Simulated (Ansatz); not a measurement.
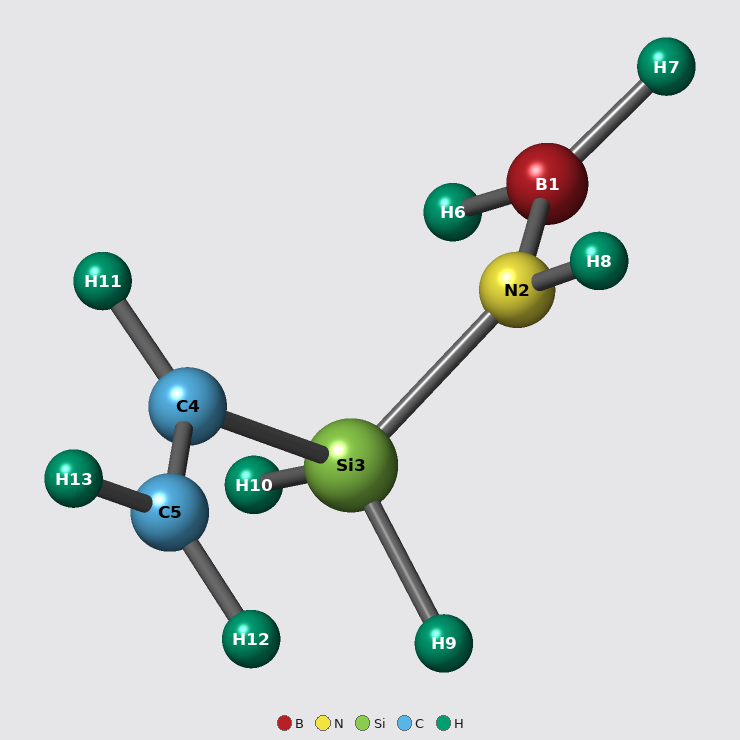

Sticks follow a distance rule. Harmonic vibrations computed with RKS PBE0-D4/def2-TZVP (Ansatz 0.2.0) at a stationary point of the same level.

Question: How many imaginary frequencies does it have?

Answer: A minimum: no imaginary frequency, and the lowest mode lies at 57 cm⁻¹.

Question: How many vibrational modes are there, and where do they lie?

Answer: 33 modes: 57, 80, 181, 269, 295, 351, 502, 622, 689, 748, 760, 816, 882, 939, 969, 1010, 1017, 1022, 1049, 1172, 1277, 1291, 1408, 1441, 1670, 2209, 2248, 2567, 2648, 3128, 3141, 3212, 3585 cm⁻¹.
